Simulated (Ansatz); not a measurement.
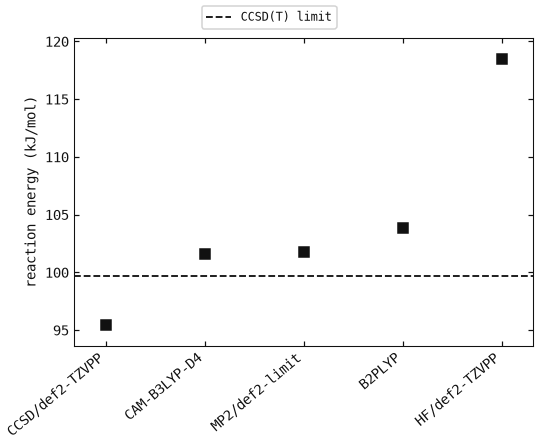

Electronic reaction energy of SnH₃Br ([Br][SnH3]) + SiNH₅ (N[SiH3]) → SnSiNH₇ ([SiH3][NH][SnH3]) + HBr (Br) (SMILES in brackets) at several levels (functionals in def2-TZVPP unless a basis is named), isolated molecules at PBE0-D4 triple-zeta geometries, minima by their frequencies, no zero-point or thermal terms, the Ansatz code 0.2.0. The line is frozen-core CCSD(T) at the basis limit (MP2 extrapolated from triple and quadruple zeta, plus CCSD(T) less MP2 in a smaller set). B2PLYP holds a correlation term that converges slowly with the basis, so part of the distance to the limit is basis error. No dispersion term is added to B2PLYP. The distance of CCSD/def2-TZVPP to the limit includes basis error. Core potentials past Kr. The limit lies 7.2 kJ/mol from CCSD(T)/def2-TZVPP, so the line itself is uncertain by a part of that.

What do zero-point energy and temperature add?

Zero-point change −12.2 kJ/mol; at 298.15 K and 1 bar the CCSD(T) limit plus thermal terms gives an enthalpy of reaction of 90.2 and a free energy of 87.7 kJ/mol (harmonic PBE0-D4 modes, ideal gas).

What range do the values span, the line included?

From 95.5 kJ/mol (CCSD/def2-TZVPP) to 118.5 kJ/mol (HF/def2-TZVPP).

Known limits of this run: no scalar relativity up to krypton; outer-core shells are correlated without core-valence functions, which makes the correlated values less sure; spin-orbit coupling is left out, and with Sn it can shift these values.
